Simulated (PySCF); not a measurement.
**C2H4F2 (1,2-difluoroethane) at 6 levels**

Aim: a comparison of 6 runs (HF/STO-3G, HF/3-21G, CAM-B3LYP/def2-SVPD, M06-2X/def2-SVPD, wB97X/def2-SVPD, SCS-MP2/def2-SVPD) of C2H4F2 (1,2-difluoroethane). The job is set up through a Python script.

Program for the calculation: PySCF 2.14.0.

1 further run of the same task is left out (set aside as unsound or not needed).

## (1) The structure to begin with

The species is C2H4F2 (8 atoms), meant as a singlet with charge 0. SMILES: `FCCF`. The shape is that of a PBE0-D4/def2-TZVP optimisation. This is one conformer, not always the lowest.

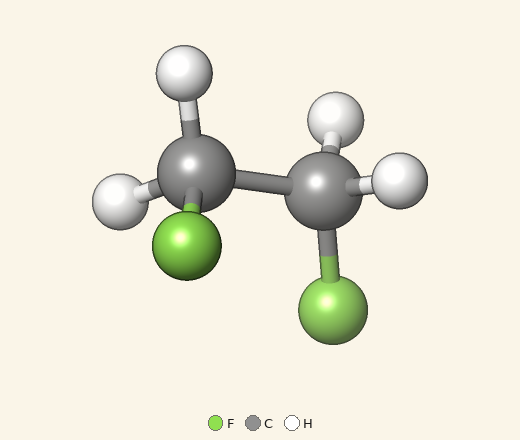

The structure, seen from a chosen angle (fluorine green, carbon grey, hydrogen white).

## (2) The energy at HF/STO-3G (run 1)

Input file input.py:

```python
from pyscf import gto

mol = gto.M(
    atom='''
F   -1.312370   0.775570   0.874010
C   -0.115750   0.716060   0.193200
C    0.217900  -0.696080  -0.177380
F   -0.618130  -1.153280  -1.172850
H   -0.201180   1.337840  -0.702830
H    0.670250   1.117960   0.841860
H    1.248900  -0.742470  -0.544780
H    0.110390  -1.355610   0.688780
''',
    max_memory=1860,
    spin=0,
    basis='sto-3g',
    verbose=3,
)

mf = mol.RHF()
mf.conv_tol = 1e-10
mf.kernel()
if not mf.converged:
    mf = mf.newton().run(mf.mo_coeff, mf.mo_occ)

etot = mf.e_tot
print('E = %.10f Eh' % etot)
```

Run with:

```
$ OMP_NUM_THREADS=1 python input.py
```

Log:

```text
converged SCF energy = -273.195115445476
E = -273.1951154455 Eh
```

It took 0.38 s on 1 thread of AMD EPYC 9R45 (Zen 5), shared host; peak memory 0.12 GiB.

## (3) The energy at HF/3-21G (run 2)

Input file input.py:

```python
from pyscf import gto, scf

mol = gto.Mole()
mol.atom = '''
F   -1.312370   0.775570   0.874010
C   -0.115750   0.716060   0.193200
C    0.217900  -0.696080  -0.177380
F   -0.618130  -1.153280  -1.172850
H   -0.201180   1.337840  -0.702830
H    0.670250   1.117960   0.841860
H    1.248900  -0.742470  -0.544780
H    0.110390  -1.355610   0.688780
'''
mol.max_memory = 1860
mol.basis = '3-21g'
mol.verbose = 3
mol.spin = 0
mol.charge = 0
mol.build()

mf = scf.RHF(mol)
mf.conv_tol = 1e-10
mf.kernel()
if not mf.converged:
    mf = mf.newton().run(mf.mo_coeff, mf.mo_occ)

e_tot = mf.e_tot
print('E(%s) = %.9f' % ('HF', e_tot))
```

Run with:

```
$ OMP_NUM_THREADS=1 python input.py
```

Log:

```text
converged SCF energy = -275.41661768784
E(HF) = -275.416617688
```

Wall time 0.34 s (1 thread of AMD EPYC 9R45 (Zen 5), shared host); peak memory 0.1 GiB.

Runs 3 to 5 aren't shown in full; the table further down has their settings and results.

## (4) A single-point energy at SCS-MP2/def2-SVPD (run 6)

Input file calc.py:

```python
from pyscf import gto, mp

mol = gto.M(
    atom='''
F       -1.312370       0.775570       0.874010
C       -0.115750       0.716060       0.193200
C        0.217900      -0.696080      -0.177380
F       -0.618130      -1.153280      -1.172850
H       -0.201180       1.337840      -0.702830
H        0.670250       1.117960       0.841860
H        1.248900      -0.742470      -0.544780
H        0.110390      -1.355610       0.688780
''',
    max_memory=1860,
    verbose=4,
    basis='def2-svpd',
)

mf = mol.RHF()
mf.conv_tol = 1e-10
mf.kernel()
if not mf.converged:
    mf = mf.newton().run(mf.mo_coeff, mf.mo_occ)

pt = mp.MP2(mf, frozen=4).run()
e_final = mf.e_tot + 1.2 * pt.e_corr_os + pt.e_corr_ss / 3
print(f'total energy: {e_final:.8f} hartree')
```

Run with:

```
$ OMP_NUM_THREADS=1 python calc.py
```

Log:

```text
PySCF version 2.14.0

[... 62 lines left out ...]
converged SCF energy = -276.728753385869
[... 1 line left out ...]
******** <class 'pyscf.mp.mp2.RMP2'> ********
nocc = 13, nmo = 114
frozen orbitals 4
E(RMP2) = -277.407632055112  E_corr = -0.67887866924343
E(SCS-RMP2) = -277.39353307002  E_corr = -0.664779684151221
E_corr(same-spin) = -0.172932368008725
E_corr(oppo-spin) = -0.505946301234705
total energy: -277.39353307 hartree
```

Wall time 1.9 s (1 thread of AMD EPYC 9R45 (Zen 5), shared host); peak memory 0.39 GiB.

## (5) The series

```
run                level  integration grid  frozen core orbitals  energy (Eh)  dipole moment (D) of the reference  HOMO energy (eV)  LUMO energy (eV)  wall time
  1            HF/STO-3G                 –                     –  -273.195115                                1.74            -10.57             14.63     0.38 s
  2             HF/3-21G                 –                     –  -275.416618                                3.18            -13.50              7.12     0.34 s
  3  CAM-B3LYP/def2-SVPD                 5                     –  -278.011685                                2.84            -11.24              1.26       14 s
  4     M06-2X/def2-SVPD                 5                     –  -277.986847                                2.81            -11.33              0.92       14 s
  5      wB97X/def2-SVPD                 5                     –  -278.036398                                2.81            -12.23              2.58       15 s
  6    SCS-MP2/def2-SVPD                 –                     4  -277.393533                                3.06            -14.10              2.56      1.9 s
```

## (6) Outcome

| quantity | value |
| --- | --- |
| run 6: total energy | -277.39353 Eh |
| run 6: dipole moment (Hartree–Fock density) | 3.06 D |
| run 6: HOMO energy (Hartree–Fock orbitals) | -14.10 eV |
| run 6: LUMO energy (Hartree–Fock orbitals) | 2.56 eV |
| run 6: HOMO–LUMO gap (Hartree–Fock orbitals) | 16.67 eV |
| run 6: correlation energy (4 core orbitals frozen) | -664.8 mEh |

In words: Over runs 1, 2, 3, 4, 5 the dipole moment (its size) runs from 1.74 D (HF/STO-3G) to 3.18 D (HF/3-21G). Over runs 1, 2, 3, 4, 5 the HOMO–LUMO gap runs from 12.25 eV (M06-2X/def2-SVPD) to 25.20 eV (HF/STO-3G). The two ends differ in method and basis. Totals of different functionals can't be ranked against each other. In run 1 the basis is minimal, so the values are rough. All runs together took 46 s, the longest 15 s.
